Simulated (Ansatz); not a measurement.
**C₂H₅F₂NSi: a ladder of functionals and wavefunction methods, part 1 of 2**

How much do the methods differ for C₂H₅F₂NSi? The plan is to run it at one geometry with functionals of several rungs and with coupled cluster, and see how far each lands from CCSD(T) at the basis-set limit for the atomisation energy.

Method: functionals in def2-TZVPP, the program's frozen cores in correlated methods; program: Ansatz 0.2.0, Gaussian basis.

Levels to be run: LDA (SPW92), PBE-D4, revPBE-D4, BLYP-D4, r2SCAN-D4, B97M-V, PBE0-D4, B3LYP-D4, r2SCANh-D4, r2SCAN0-D4, HSE06-D4, BHLYP-D4, CAM-B3LYP-D4, LC-ωPBE, ωB97X-V, ωB97M-V, B2PLYP, PBE-QIDH; CCSD(T)/def2-SVP; CCSD(T)/def2-TZVPP; MP2/def2-QZVPP; extrapolation to the limit; RPA on PBE.

## 1. The relaxed structure

An earlier PBE0-D4 in a triple-zeta def2 set relaxation fixed the geometry.

11 atoms, charge 0, spin multiplicity 1.

Atoms are counted from 1 here; the program's logs count them from 0.

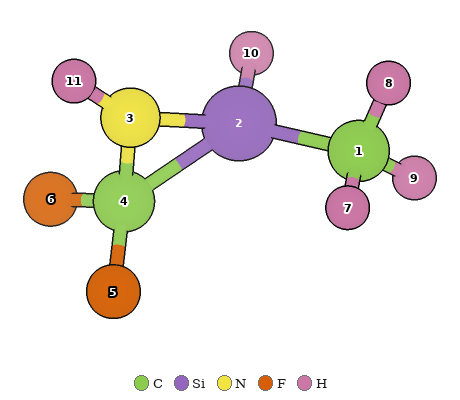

The structure; carbon green, silicon purple, nitrogen yellow, fluorine orange, hydrogen pink; atoms are numbered from 1 in the order of the file.

## 2. LDA

This LDA is Slater exchange with PW92 correlation.

File in.yaml:

```yaml
crystal:
  periodic: [false, false, false]
  atoms:
    - {symbol: C, position_ang: [0.721674, -1.595998, -0.473333]}
    - {symbol: Si, position_ang: [0.587289, 0.120945, 0.204088]}
    - {symbol: N, position_ang: [-0.858343, 0.608153, 0.977241]}
    - {symbol: C, position_ang: [-0.747395, 1.341196, -0.202428]}
    - {symbol: F, position_ang: [-1.750988, 1.181850, -1.108166]}
    - {symbol: F, position_ang: [-0.604758, 2.688563, -0.064717]}
    - {symbol: H, position_ang: [-0.219083, -1.900072, -0.934202]}
    - {symbol: H, position_ang: [0.966915, -2.302697, 0.324420]}
    - {symbol: H, position_ang: [1.517487, -1.648115, -1.220781]}
    - {symbol: H, position_ang: [1.876356, 0.629982, 0.734366]}
    - {symbol: H, position_ang: [-1.423754, 0.819195, 1.784214]}
basis:
  gaussian: {orbitals: def2-TZVPP}
hamiltonian: {xc: lda}
output: {orbitals: {seedname: orbitals}}
```

Run with:

```bash
$ ansatz run in.yaml --threads 4 --pin off --events-out ev --progress --plain --max-ram 10444MiB
```

The program printed:

```text
Functional definition: SPW92
  name "SPW92"
  cite "Dirac, Proc. Camb. Phil. Soc. 26, 376 (1930) doi:10.1017/S0305004100016108"
  cite "Slater, Phys. Rev. 81, 385 (1951) doi:10.1103/PhysRev.81.385"
  cite "Perdew & Wang, Phys. Rev. B 45, 13244 (1992) doi:10.1103/PhysRevB.45.13244"
  exchange = slater_x
  correlation = pw_c
1410 factors; their error is unknown
mean field evaluation 1: about -16845.9479 eV, gradient 9.3e1 eV
mean field evaluation 2: about -16803.5772 eV, gradient 1.5e2 eV
mean field evaluation 4: about -16862.3955 eV, gradient 1.8e1 eV
mean field evaluation 8: about -16862.9970 eV, gradient 8.8e-2 eV
mean field evaluation 16: about -16862.9615 eV, gradient 1.0e-4 eV
mean field -16862.96153583 eV, -619.7024063161 hartree, gradient 8.0e-5 eV, S^2 0.000000; 0 other end points of the search recorded, 0 dependent functions left out
reference -16862.96157219 eV, -619.7024076522 hartree; 28, 28 occupied and 239, 239 virtual orbitals, 1410 factors
Total energy: -16862.96157219 eV, -619.7024076522 hartree
```

It took 1.2 s on 4 threads of Arm Neoverse V2, shared host; peak memory 0.35 GiB.

Atomisation energy: 1153.3 kcal/mol (free atoms -16812.952 eV, run apart). HOMO -6.43 eV, LUMO -1.25 eV.

## 3. PBE-D4 (GGA)

Changes to in.yaml since step 2:

```diff
@@ -16,3 +16,3 @@
   gaussian: {orbitals: def2-TZVPP}
-hamiltonian: {xc: lda}
-output: {orbitals: {seedname: orbitals}}
+hamiltonian: {xc: pbe, dispersion: d4}
+output: {forces: true, orbitals: {seedname: orbitals}}
```

The command is unchanged.

The program printed, shortened:

```text
Functional definition: PBE
  name "PBE"
  cite "Perdew, Burke & Ernzerhof, Phys. Rev. Lett. 77, 3865 (1996) doi:10.1103/PhysRevLett.77.3865"
  parent pbe
[...]
1410 factors; their error is unknown
[...]
mean field -16946.92389522 eV, -622.7879661117 hartree, gradient 1.7e-5 eV, S^2 0.000000; 0 other end points of the search recorded, 0 dependent functions left out
[...]
reference -16946.92393469 eV, -622.7879675623 hartree; 28, 28 occupied and 239, 239 virtual orbitals, 1410 factors
Total energy: -16947.14881238 eV, -622.7962316649 hartree
Atom 0 at     0.721674    -1.595998    -0.473333 Å, force    -0.001715    -0.010263     0.028989 eV/Å
Atom 1 at     0.587289     0.120945     0.204088 Å, force     0.416433    -0.167424    -0.147650 eV/Å
Atom 2 at    -0.858343     0.608153     0.977241 Å, force    -0.140403    -0.202688     0.218403 eV/Å
Atom 3 at    -0.747395     1.341196    -0.202428 Å, force     0.214779    -0.211975     0.092706 eV/Å
Atom 4 at    -1.750988     1.181850    -1.108166 Å, force    -0.591616    -0.134564    -0.583058 eV/Å
Atom 5 at    -0.604758     2.688563    -0.064717 Å, force     0.130604     0.830095     0.077085 eV/Å
Atom 6 at    -0.219083    -1.900072    -0.934202 Å, force    -0.176041    -0.064209    -0.090809 eV/Å
Atom 7 at     0.966915    -2.302697     0.324420 Å, force     0.047646    -0.153172     0.140840 eV/Å
Atom 8 at     1.517487    -1.648115    -1.220781 Å, force     0.150280    -0.014353    -0.140778 eV/Å
Atom 9 at     1.876356     0.629982     0.734366 Å, force     0.160214     0.058218     0.082648 eV/Å
Atom 10 at    -1.423754     0.819195     1.784214 Å, force    -0.210180     0.070335     0.321623 eV/Å
Dipole moment:     0.291818    -0.528110     0.282971 e Å
```

Run time: 2.5 s. Hardware: 4 threads of Arm Neoverse V2, shared host; peak memory 0.36 GiB.

With the free atoms at this level, -16903.259 eV in sum, the atomisation energy is 1012.1 kcal/mol. HOMO -6.26 eV, LUMO -1.05 eV.

## 4. revPBE-D4 (GGA)

Changes to in.yaml since step 3:

```diff
@@ -16,3 +16,3 @@
   gaussian: {orbitals: def2-TZVPP}
-hamiltonian: {xc: pbe, dispersion: d4}
-output: {forces: true, orbitals: {seedname: orbitals}}
+hamiltonian: {xc: {name: revPBE}, dispersion: d4}
+output: {orbitals: {seedname: orbitals}}
```

Launched as before.

The program printed:

```text
Functional definition: revPBE
  name "revPBE"
  cite "Zhang & Yang, Phys. Rev. Lett. 80, 890 (1998) doi:10.1103/PhysRevLett.80.890"
  cite "Perdew, Burke & Ernzerhof, Phys. Rev. Lett. 77, 3865 (1996) doi:10.1103/PhysRevLett.77.3865"
  parameter kappa = 1.245
  parameter beta = 0.06672455060314922
  exchange = pbe_x(kappa = kappa, mu = beta*pi^2/3)
  correlation = pbe_c(beta = beta)
1410 factors; their error is unknown
mean field evaluation 1: about -16940.5657 eV, gradient 8.8e1 eV
mean field evaluation 2: about -16903.4982 eV, gradient 1.4e2 eV
mean field evaluation 4: about -16955.5946 eV, gradient 1.5e1 eV
mean field evaluation 8: about -16956.0554 eV, gradient 7.2e-2 eV
mean field evaluation 16: about -16956.0175 eV, gradient 1.6e-4 eV
mean field -16956.01754466 eV, -623.1221515646 hartree, gradient 4.2e-5 eV, S^2 0.000000; 0 other end points of the search recorded, 0 dependent functions left out
reference -16956.01759429 eV, -623.1221533887 hartree; 28, 28 occupied and 239, 239 virtual orbitals, 1410 factors
Total energy: -16956.73602553 eV, -623.1485552496 hartree
```

Wall time 2 s (4 threads of Arm Neoverse V2, shared host); peak memory 0.35 GiB.

Atomisation energy: 981.4 kcal/mol (free atoms -16914.180 eV, run apart). HOMO -6.19 eV, LUMO -0.96 eV.

## 5. BLYP-D4 (GGA)

Changes to in.yaml since step 4:

```diff
@@ -16,3 +16,3 @@
   gaussian: {orbitals: def2-TZVPP}
-hamiltonian: {xc: {name: revPBE}, dispersion: d4}
+hamiltonian: {xc: {name: BLYP}, dispersion: d4}
 output: {orbitals: {seedname: orbitals}}
```

The command is unchanged.

The program printed:

```text
Functional definition: BLYP
  name "BLYP"
  cite "Becke, Phys. Rev. A 38, 3098 (1988) doi:10.1103/PhysRevA.38.3098"
  cite "Lee, Yang & Parr, Phys. Rev. B 37, 785 (1988) doi:10.1103/PhysRevB.37.785"
  parameter beta = 0.0042
  parameter a = 0.04918
  parameter b = 0.132
  parameter c = 0.2533
  parameter d = 0.349
  exchange = b88_x(beta = beta)
  correlation = lyp_c(a = a, b = b, c = c, d = d)
1410 factors; their error is unknown
mean field evaluation 1: about -16940.5311 eV, gradient 9.6e1 eV
mean field evaluation 2: about -16893.0058 eV, gradient 1.6e2 eV
mean field evaluation 4: about -16957.9438 eV, gradient 1.9e1 eV
mean field evaluation 8: about -16958.6616 eV, gradient 8.6e-2 eV
mean field evaluation 16: about -16958.6227 eV, gradient 1.4e-4 eV
mean field -16958.62271536 eV, -623.2178898222 hartree, gradient 8.7e-5 eV, S^2 0.000000; 0 other end points of the search recorded, 0 dependent functions left out
reference -16958.62307061 eV, -623.2179028772 hartree; 28, 28 occupied and 239, 239 virtual orbitals, 1410 factors
Total energy: -16959.12274050 eV, -623.2362654071 hartree
```

Wall time 2 s (4 threads of Arm Neoverse V2, shared host); peak memory 0.35 GiB.

Atomisation energy: 983.2 kcal/mol (free atoms -16916.487 eV, run apart). HOMO -6.16 eV, LUMO -0.97 eV.

## 6. r2SCAN-D4 (meta-GGA)

Changes to in.yaml since step 5:

```diff
@@ -16,3 +16,3 @@
   gaussian: {orbitals: def2-TZVPP}
-hamiltonian: {xc: {name: BLYP}, dispersion: d4}
-output: {orbitals: {seedname: orbitals}}
+hamiltonian: {xc: r2scan, dispersion: d4}
+output: {forces: true, orbitals: {seedname: orbitals}}
```

Same command.

The program printed, shortened:

```text
Functional definition: r2SCAN
  name "r2SCAN"
  cite "Furness, Kaplan, Ning, Perdew & Sun, J. Phys. Chem. Lett. 11, 8208 (2020) doi:10.1021/acs.jpclett.0c02405"
  cite "Furness, Kaplan, Ning, Perdew & Sun, J. Phys. Chem. Lett. 11, 9248 (2020) doi:10.1021/acs.jpclett.0c03077"
  parent r2scan
[...]
1410 factors; their error is unknown
[...]
mean field -16955.65160957 eV, -623.1087036982 hartree, gradient 4.3e-5 eV, S^2 0.000000; 0 other end points of the search recorded, 0 dependent functions left out
[...]
reference -16955.65162112 eV, -623.1087041227 hartree; 28, 28 occupied and 239, 239 virtual orbitals, 1410 factors
Total energy: -16955.70729925 eV, -623.1107502564 hartree
Atom 0 at     0.721674    -1.595998    -0.473333 Å, force     0.002532    -0.001743     0.013785 eV/Å
Atom 1 at     0.587289     0.120945     0.204088 Å, force     0.142178    -0.040586    -0.057199 eV/Å
Atom 2 at    -0.858343     0.608153     0.977241 Å, force    -0.065447    -0.109819     0.152533 eV/Å
Atom 3 at    -0.747395     1.341196    -0.202428 Å, force     0.250346    -0.203547     0.046022 eV/Å
Atom 4 at    -1.750988     1.181850    -1.108166 Å, force    -0.305744    -0.033353    -0.256130 eV/Å
Atom 5 at    -0.604758     2.688563    -0.064717 Å, force     0.018616     0.398527     0.041136 eV/Å
Atom 6 at    -0.219083    -1.900072    -0.934202 Å, force     0.023953    -0.005820     0.007040 eV/Å
Atom 7 at     0.966915    -2.302697     0.324420 Å, force    -0.003541    -0.008683    -0.027355 eV/Å
Atom 8 at     1.517487    -1.648115    -1.220781 Å, force    -0.018924    -0.014919     0.018384 eV/Å
Atom 9 at     1.876356     0.629982     0.734366 Å, force    -0.006923    -0.007149     0.009882 eV/Å
Atom 10 at    -1.423754     0.819195     1.784214 Å, force    -0.037047     0.027091     0.051902 eV/Å
Dipole moment:     0.311654    -0.547801     0.290816 e Å
```

Run time: 5.5 s. Hardware: 4 threads of Arm Neoverse V2, shared host; peak memory 0.39 GiB.

With the free atoms at this level, -16913.047 eV in sum, the atomisation energy is 983.8 kcal/mol. HOMO -6.52 eV, LUMO -0.75 eV.

## 7. B97M-V (meta-GGA)

Changes to in.yaml since step 6:

```diff
@@ -16,3 +16,3 @@
   gaussian: {orbitals: def2-TZVPP}
-hamiltonian: {xc: r2scan, dispersion: d4}
-output: {forces: true, orbitals: {seedname: orbitals}}
+hamiltonian: {xc: {name: B97M-V}}
+output: {orbitals: {seedname: orbitals}}
```

Same command.

The program printed, shortened:

```text
Functional definition: B97M-V
  name "B97M-V"
  cite "Mardirossian & Head-Gordon, J. Chem. Phys. 142, 074111 (2015) doi:10.1063/1.4907719"
  cite "Becke, J. Chem. Phys. 107, 8554 (1997) doi:10.1063/1.475007"
  cite "Vydrov & Van Voorhis, J. Chem. Phys. 133, 244103 (2010) doi:10.1063/1.3521275"
  # Of w^i u^j: cxij and so on, Table III.
[...]
  gx(w, u) = cx00 + cx01*u + cx02*u^2 + (cx10 + cx11*u)*w
  gss(w, u) = css00 + css02*u^2 + css10*w + (css32*w^3 + css42*w^4)*u^2
  gos(w, u) = cos00 + cos01*u + cos03*u^3 + cos10*w + cos32*w^3*u^2
[...]
      + integral(e_c_pw_mod_opposite_spin*gos(b97_w_opposite, b97_u_opposite)) + vv10(b, c)
1410 factors; their error is unknown
[...]
mean field -16956.45046738 eV, -623.1380611812 hartree, gradient 4.9e-5 eV, S^2 0.000000; 0 other end points of the search recorded, 0 dependent functions left out
reference -16956.45052584 eV, -623.1380633295 hartree; 28, 28 occupied and 239, 239 virtual orbitals, 1410 factors
Total energy: -16956.45052584 eV, -623.1380633295 hartree
```

Wall time 10 s (4 threads of Arm Neoverse V2, shared host); peak memory 0.44 GiB.

Atomisation energy: 982.4 kcal/mol (free atoms -16913.848 eV, run apart). HOMO -6.60 eV, LUMO -0.85 eV.

## 8. PBE0-D4 (hybrid)

Changes to in.yaml since step 7:

```diff
@@ -16,3 +16,3 @@
   gaussian: {orbitals: def2-TZVPP}
-hamiltonian: {xc: {name: B97M-V}}
+hamiltonian: {xc: pbe0, dispersion: d4}
 output: {orbitals: {seedname: orbitals}}
```

Same command.

The program printed:

```text
Functional definition: PBE0
  name "PBE0"
  cite "Adamo & Barone, J. Chem. Phys. 110, 6158 (1999) doi:10.1063/1.478522"
  cite "Perdew, Burke & Ernzerhof, Phys. Rev. Lett. 77, 3865 (1996) doi:10.1103/PhysRevLett.77.3865"
  parent pbe
  parameter a = 0.25
  parameter kappa = 0.804
  parameter beta = 0.06672455060314922
  exchange = (1 - a)*pbe_x(kappa = kappa, mu = beta*pi^2/3) + a*exact_x
  correlation = pbe_c(beta = beta)
1413 factors; their error is unknown
mean field evaluation 1: about -16937.9726 eV, gradient 7.2e1 eV
mean field evaluation 2: about -16931.0580 eV, gradient 8.8e1 eV
mean field evaluation 4: about -16947.8220 eV, gradient 5.1e0 eV
mean field evaluation 8: about -16947.9048 eV, gradient 4.4e-1 eV
mean field evaluation 16: about -16947.9051 eV, gradient 5.2e-5 eV
mean field -16947.90506123 eV, -622.8240232975 hartree, gradient 5.2e-5 eV, S^2 0.000000; 0 other end points of the search recorded, 0 dependent functions left out
reference -16947.90509038 eV, -622.8240243689 hartree; 28, 28 occupied and 239, 239 virtual orbitals, 1413 factors
Total energy: -16948.09397595 eV, -622.8309657855 hartree
```

Run time: 3.1 s. Hardware: 4 threads of Arm Neoverse V2, shared host; peak memory 0.68 GiB.

Atomisation energy: 984.8 kcal/mol (free atoms -16905.389 eV, run apart). HOMO -7.63 eV, LUMO -0.22 eV.

## 9. B3LYP-D4 (hybrid)

B3LYP here takes the VWN-RPA correlation.

Changes to in.yaml since step 8:

```diff
@@ -16,3 +16,3 @@
   gaussian: {orbitals: def2-TZVPP}
-hamiltonian: {xc: pbe0, dispersion: d4}
-output: {orbitals: {seedname: orbitals}}
+hamiltonian: {xc: {name: B3LYP}, dispersion: d4}
+output: {forces: true, orbitals: {seedname: orbitals}}
```

Launched as before.

The program printed, shortened:

```text
Functional definition: B3LYP
  name "B3LYP"
  cite "Stephens, Devlin, Chabalowski & Frisch, J. Phys. Chem. 98, 11623 (1994) doi:10.1021/j100096a001"
  cite "Becke, Phys. Rev. A 38, 3098 (1988) doi:10.1103/PhysRevA.38.3098"
  cite "Lee, Yang & Parr, Phys. Rev. B 37, 785 (1988) doi:10.1103/PhysRevB.37.785"
  cite "Vosko, Wilk & Nusair, Can. J. Phys. 58, 1200 (1980) doi:10.1139/p80-159"
[...]
1413 factors; their error is unknown
[...]
mean field -16961.19815926 eV, -623.3125356399 hartree, gradient 1.7e-5 eV, S^2 0.000000; 0 other end points of the search recorded, 0 dependent functions left out
[...]
reference -16961.19841931 eV, -623.3125451965 hartree; 28, 28 occupied and 239, 239 virtual orbitals, 1413 factors
Total energy: -16961.56007690 eV, -623.3258358678 hartree
Atom 0 at     0.721674    -1.595998    -0.473333 Å, force     0.008755    -0.094415    -0.046595 eV/Å
Atom 1 at     0.587289     0.120945     0.204088 Å, force     0.222442     0.028586     0.056084 eV/Å
Atom 2 at    -0.858343     0.608153     0.977241 Å, force    -0.083027    -0.103236     0.227919 eV/Å
Atom 3 at    -0.747395     1.341196    -0.202428 Å, force     0.222214    -0.202006     0.044153 eV/Å
Atom 4 at    -1.750988     1.181850    -1.108166 Å, force    -0.338813    -0.060068    -0.312192 eV/Å
Atom 5 at    -0.604758     2.688563    -0.064717 Å, force     0.051600     0.459793     0.047859 eV/Å
Atom 6 at    -0.219083    -1.900072    -0.934202 Å, force     0.055996    -0.001045     0.020054 eV/Å
Atom 7 at     0.966915    -2.302697     0.324420 Å, force    -0.012812     0.018002    -0.045425 eV/Å
Atom 8 at     1.517487    -1.648115    -1.220781 Å, force    -0.039812    -0.017926     0.030554 eV/Å
Atom 9 at     1.876356     0.629982     0.734366 Å, force    -0.073843    -0.034737    -0.035100 eV/Å
Atom 10 at    -1.423754     0.819195     1.784214 Å, force    -0.012701     0.007051     0.012689 eV/Å
Dipole moment:     0.346325    -0.560949     0.291943 e Å
```

It took 4.9 s on 4 threads of Arm Neoverse V2, shared host; peak memory 0.77 GiB.

With the free atoms at this level, -16919.117 eV in sum, the atomisation energy is 978.8 kcal/mol. HOMO -7.43 eV, LUMO -0.47 eV.

## 10. r2SCANh-D4 (hybrid)

Changes to in.yaml since step 9:

```diff
@@ -16,3 +16,3 @@
   gaussian: {orbitals: def2-TZVPP}
-hamiltonian: {xc: {name: B3LYP}, dispersion: d4}
-output: {forces: true, orbitals: {seedname: orbitals}}
+hamiltonian: {xc: {name: r2SCANh}, dispersion: d4}
+output: {orbitals: {seedname: orbitals}}
```

The command is unchanged.

The program printed, shortened:

```text
Functional definition: r2SCANh
  name "r2SCANh"
  cite "Bursch, Neugebauer, Ehlert & Grimme, J. Chem. Phys. 156, 134105 (2022) doi:10.1063/5.0086040"
  cite "Furness, Kaplan, Ning, Perdew & Sun, J. Phys. Chem. Lett. 11, 8208 (2020) doi:10.1021/acs.jpclett.0c02405"
  cite "Furness, Kaplan, Ning, Perdew & Sun, J. Phys. Chem. Lett. 11, 9248 (2020) doi:10.1021/acs.jpclett.0c03077"
  parent r2scan
[...]
1410 factors; their error is unknown
[...]
mean field -16955.11240656 eV, -623.0888883532 hartree, gradient 1.8e-5 eV, S^2 0.000000; 0 other end points of the search recorded, 0 dependent functions left out
reference -16955.11241715 eV, -623.0888887421 hartree; 28, 28 occupied and 239, 239 virtual orbitals, 1410 factors
Total energy: -16955.17120021 eV, -623.0910489800 hartree
```

Wall time 5.5 s (4 threads of Arm Neoverse V2, shared host); peak memory 0.71 GiB.

Atomisation energy: 974.7 kcal/mol (free atoms -16912.905 eV, run apart). HOMO -7.04 eV, LUMO -0.46 eV.

## 11. r2SCAN0-D4 (hybrid)

Changes to in.yaml since step 10:

```diff
@@ -16,3 +16,3 @@
   gaussian: {orbitals: def2-TZVPP}
-hamiltonian: {xc: {name: r2SCANh}, dispersion: d4}
+hamiltonian: {xc: {name: r2SCAN0}, dispersion: d4}
 output: {orbitals: {seedname: orbitals}}
```

The command is unchanged.

The program printed, shortened:

```text
Functional definition: r2SCAN0
  name "r2SCAN0"
  cite "Bursch, Neugebauer, Ehlert & Grimme, J. Chem. Phys. 156, 134105 (2022) doi:10.1063/5.0086040"
  cite "Furness, Kaplan, Ning, Perdew & Sun, J. Phys. Chem. Lett. 11, 8208 (2020) doi:10.1021/acs.jpclett.0c02405"
  cite "Furness, Kaplan, Ning, Perdew & Sun, J. Phys. Chem. Lett. 11, 9248 (2020) doi:10.1021/acs.jpclett.0c03077"
  parent r2scan
[...]
1413 factors; their error is unknown
[...]
mean field -16954.34624301 eV, -623.0607323618 hartree, gradient 9.8e-6 eV, S^2 0.000000; 0 other end points of the search recorded, 0 dependent functions left out
reference -16954.34625215 eV, -623.0607326979 hartree; 28, 28 occupied and 239, 239 virtual orbitals, 1413 factors
Total energy: -16954.41104825 eV, -623.0631139107 hartree
```

It took 6 s on 4 threads of Arm Neoverse V2, shared host; peak memory 0.71 GiB.

With the free atoms at this level, -16912.707 eV in sum, the atomisation energy is 961.7 kcal/mol. HOMO -7.81 eV, LUMO -0.03 eV.

## 12. HSE06-D4 (hybrid)

HSE06 is the plane-wave form, built on full-range PBE exchange.

Changes to in.yaml since step 11:

```diff
@@ -16,3 +16,3 @@
   gaussian: {orbitals: def2-TZVPP}
-hamiltonian: {xc: {name: r2SCAN0}, dispersion: d4}
+hamiltonian: {xc: hse06, dispersion: d4}
 output: {orbitals: {seedname: orbitals}}
```

Same command.

The program printed, shortened:

```text
Functional definition: HSE06
  name "HSE06"
  cite "Heyd, Scuseria & Ernzerhof, J. Chem. Phys. 118, 8207 (2003) doi:10.1063/1.1564060"
  cite "Krukau, Vydrov, Izmaylov & Scuseria, J. Chem. Phys. 125, 224106 (2006) doi:10.1063/1.2404663"
  cite "Heyd & Scuseria, J. Chem. Phys. 120, 7274 (2004) doi:10.1063/1.1668634"
  cite "Ernzerhof & Perdew, J. Chem. Phys. 109, 3313 (1998) doi:10.1063/1.476928"
  cite "Perdew, Burke & Ernzerhof, Phys. Rev. Lett. 77, 3865 (1996) doi:10.1103/PhysRevLett.77.3865"
  parent pbe
[...]
  # The whole range is PBE's own exchange, as in plane waves. The composition of these papers is wPBEh.
[...]
1413 factors; their error is unknown
116 factors; integrals over basis functions are off by at most 4.1e-7 eV
[...]
mean field -16947.31648165 eV, -622.8023933968 hartree, gradient 2.9e-5 eV, S^2 0.000000; 0 other end points of the search recorded, 0 dependent functions left out
reference -16947.31652050 eV, -622.8023948246 hartree; 28, 28 occupied and 239, 239 virtual orbitals, 1413 factors
Total energy: -16947.49180450 eV, -622.8088363927 hartree
```

Run time: 3.5 s. Hardware: 4 threads of Arm Neoverse V2, shared host; peak memory 0.73 GiB.

Atomisation energy: 985.7 kcal/mol (free atoms -16904.746 eV, run apart). HOMO -7.23 eV, LUMO -0.59 eV.

## 13. BHLYP-D4 (hybrid)

Changes to in.yaml since step 12:

```diff
@@ -16,3 +16,3 @@
   gaussian: {orbitals: def2-TZVPP}
-hamiltonian: {xc: hse06, dispersion: d4}
+hamiltonian: {xc: {name: BHLYP}, dispersion: d4}
 output: {orbitals: {seedname: orbitals}}
```

Same command.

The program printed:

```text
Functional definition: BHLYP
  name "BHLYP"
  cite "Becke, J. Chem. Phys. 98, 1372 (1993) doi:10.1063/1.464304"
  cite "Becke, Phys. Rev. A 38, 3098 (1988) doi:10.1103/PhysRevA.38.3098"
  cite "Lee, Yang & Parr, Phys. Rev. B 37, 785 (1988) doi:10.1103/PhysRevB.37.785"
  parameter a = 0.5
  exchange = (1 - a)*b88_x + a*exact_x
  correlation = lyp_c
1566 factors; their error is unknown
mean field evaluation 1: about -16948.8476 eV, gradient 6.3e1 eV
mean field evaluation 2: about -16949.3864 eV, gradient 6.0e1 eV
mean field evaluation 4: about -16956.1953 eV, gradient 2.7e0 eV
mean field evaluation 8: about -16956.2079 eV, gradient 4.2e-2 eV
mean field evaluation 16: about -16956.3168 eV, gradient 1.4e-4 eV
mean field -16956.31682519 eV, -623.1331499215 hartree, gradient 5.8e-5 eV, S^2 0.000000; 0 other end points of the search recorded, 0 dependent functions left out
reference -16956.31700054 eV, -623.1331563656 hartree; 28, 28 occupied and 239, 239 virtual orbitals, 1566 factors
Total energy: -16956.58394746 eV, -623.1429664836 hartree
```

Wall time 3.3 s (4 threads of Arm Neoverse V2, shared host); peak memory 0.71 GiB.

With the free atoms at this level, -16915.833 eV in sum, the atomisation energy is 939.7 kcal/mol. HOMO -8.96 eV, LUMO 0.60 eV.

(Continued in part 2 of 2.)
